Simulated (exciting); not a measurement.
C3N4, space group R3m, N K edge of atom 1, with 2 C at 1.33 Å (bent, 116°, site symmetry m); the tensor is averaged over the atoms equivalent by symmetry. Method: exciting, all-electron LAPW+lo, LDA, exchange and screened direct term (singlet BSE), 3×3×3 shifted k points, 26 conduction bands, |G+q| up to 3 bohr⁻¹, full RPA screening with nempty = 51, Lorentzian half width 0.45 eV.

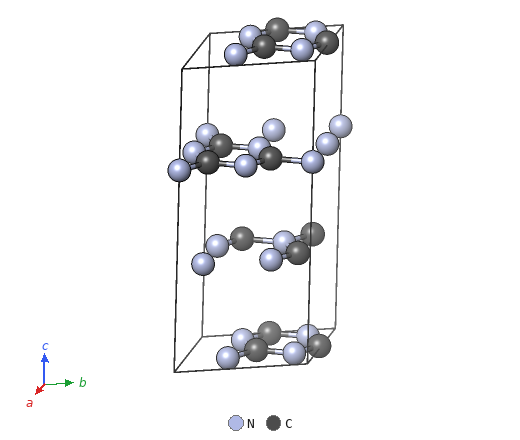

The structure (nitrogen light blue, carbon dark grey). Bonds to atoms that aren't drawn are left out. Some periodic images of atoms are drawn too.

```
N C
1.0
     2.39222    1.38115    3.56889
    -2.39222    1.38115    3.56889
     0.00000   -2.76229    3.56889
N C
4 3
Direct
  0.17011 0.65970 0.17011
  0.66561 0.66561 0.66561
  0.17011 0.17011 0.65970
  0.65970 0.17011 0.17011
  0.01933 0.49007 0.49007
  0.49007 0.01933 0.49007
  0.49007 0.49007 0.01933
```

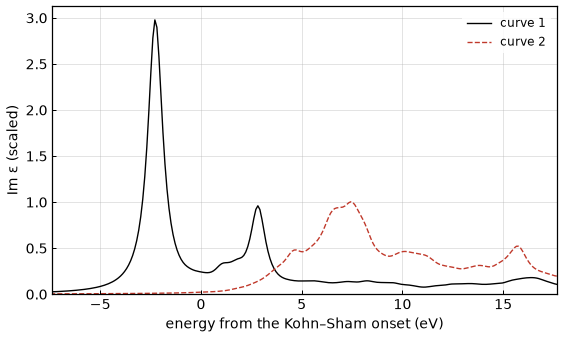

Energy from the Kohn–Sham onset, core level to the lowest empty state found on the meshes used; scaled to the maximum of the polarisation mean.

Question: The curves are the diagonal elements of Im ε for ε ∥ c and ⊥ c. Which is which?

Curve 1: ε ∥ c, maxima -2.3 eV (2.98) and 2.8 eV (0.96). Curve 2: ε ⊥ c, maxima 4.7 eV (0.48), 7.4 eV (1.00) and 15.8 eV (0.52); 2 lower ones aren't listed. A K edge probes the empty p states along ε, which follow the bonds' lengths and directions.

[Banner, clock and machine lines of the logs are left out without a mark of their own.]

[Logs are printed without paths, hosts, clocks, repeated set-up lines and the standing remarks that a program may print on its own settings, such as how far it seeks lower states.]

[Hosts, paths, dates, database ids (printed as entryN), source tags and the programs' standing remarks are cut or masked in the printed files.]
